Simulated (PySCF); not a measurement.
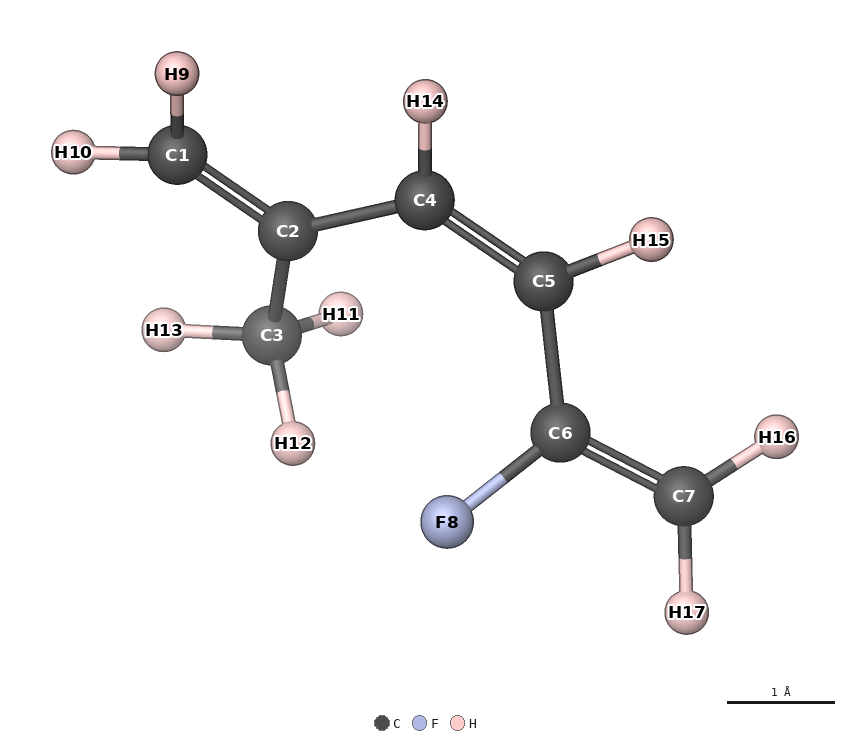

Orthographic view. Depth is shown by fading: the farther an atom, the more it takes the colour of the background. Geometry: a frame of a GFN2-xTB molecular-dynamics simulation, not a minimum.

Write a MOL file (V2000) with the atoms in numerical order, bonds sorted by atom number with the orders drawn, and coordinates in the frame of the picture: x right, y up, z towards the viewer, origin at the mean position.

```
C7H9F
                    3D

 17 16  0  0  0  0  0  0  0  0999 V2000
   -2.1800    1.5000    0.4900 C   0  0  0  0  0  0  0  0  0  0  0  0
   -1.1500    0.7900    0.1000 C   0  0  0  0  0  0  0  0  0  0  0  0
   -1.3000   -0.1900   -1.1000 C   0  0  0  0  0  0  0  0  0  0  0  0
    0.1300    1.0700    0.6500 C   0  0  0  0  0  0  0  0  0  0  0  0
    1.2400    0.3100    0.5600 C   0  0  0  0  0  0  0  0  0  0  0  0
    1.4000   -1.1000    0.2100 C   0  0  0  0  0  0  0  0  0  0  0  0
    2.5500   -1.6900   -0.0700 C   0  0  0  0  0  0  0  0  0  0  0  0
    0.3400   -1.9300    0.4900 F   0  0  0  0  0  0  0  0  0  0  0  0
   -2.1900    2.2600    1.2700 H   0  0  0  0  0  0  0  0  0  0  0  0
   -3.1500    1.5200    0.0300 H   0  0  0  0  0  0  0  0  0  0  0  0
   -0.6500    0.0100   -2.0000 H   0  0  0  0  0  0  0  0  0  0  0  0
   -1.1000   -1.2000   -0.7200 H   0  0  0  0  0  0  0  0  0  0  0  0
   -2.3100   -0.1400   -1.3800 H   0  0  0  0  0  0  0  0  0  0  0  0
    0.1400    2.0000    1.1100 H   0  0  0  0  0  0  0  0  0  0  0  0
    2.2500    0.7100    0.9200 H   0  0  0  0  0  0  0  0  0  0  0  0
    3.4200   -1.1400   -0.3000 H   0  0  0  0  0  0  0  0  0  0  0  0
    2.5800   -2.7800   -0.2600 H   0  0  0  0  0  0  0  0  0  0  0  0
  1  2  2  0
  1  9  1  0
  1 10  1  0
  2  3  1  0
  2  4  1  0
  3 11  1  0
  3 12  1  0
  3 13  1  0
  4  5  2  0
  4 14  1  0
  5  6  1  0
  5 15  1  0
  6  7  2  0
  6  8  1  0
  7 16  1  0
  7 17  1  0
M  END
```
